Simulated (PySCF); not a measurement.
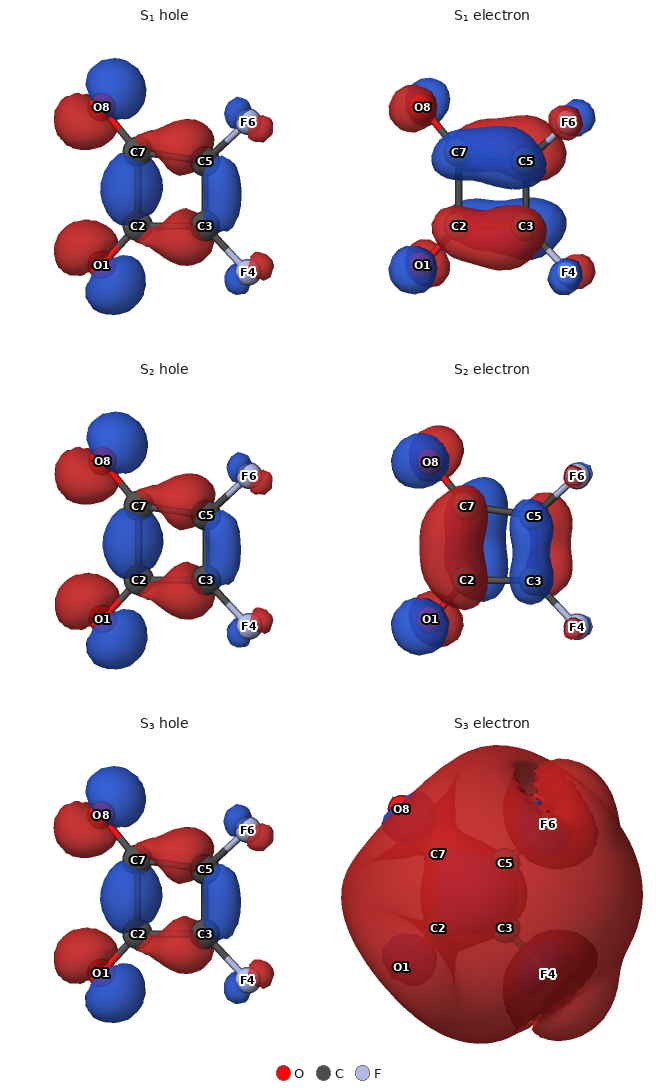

Figure. C$_{4}$F$_{2}$O$_{2}$, SMILES `O=c1c(F)c(F)c1=O`. Leading natural transition orbitals (TDA singlet states).

PySCF calculation, PBE0/6-31+G*, gas phase; geometry: GFN2-xTB. This is a single-reference result, which may miss multireference character in this system. No frequency check shows the geometry to be a minimum.

### Give the energy and character of each state.

By state:
- S₁: 3.61 eV (343 nm), f = 0.000 (dark), σ or n → π*; the leading pair carries 98 %; hole on O1 and O8 (28 % each), C2 and C7 (11 % each) and C3 and C5 (8 % each), electron on C3 and C5 (23 % each), C2 and C7 (13 % each) and O1 and O8 (9 % each); their centroids lie 0.9 Å apart; S₂ lies within 0.1 eV of it.
- S₂: 3.68 eV (337 nm), f = 0.001 (very weak), σ or n → π*; the leading pair carries 98 %; hole on O1 and O8 (29 % each), C2 and C7 (11 % each) and C3 and C5 (8 % each), electron on C2 and C7 (22 % each), O1 and O8 (17 % each) and C3 and C5 (9 % each); their centroids lie 0.2 Å apart; S₁ lies within 0.1 eV of it.
- S₃: 5.74 eV (216 nm), f = 0.000 (dark), partly diffuse acceptor orbital; the leading pair carries 100 %; hole on O1 and O8 (28 % each), C2 and C7 (11 % each) and C3 and C5 (8 % each), electron on C3 and C5 (22 % each), C2 and C7 (13 % each) and F4 and F6 (10 % each) (atom shares of so diffuse an orbital are rough); their centroids lie 1.5 Å apart.

Run time: 3.5 min on 1 thread of Intel(R) Xeon(R) Processor @ 2.70GHz, on a shared host, peak memory 0.73 GiB.
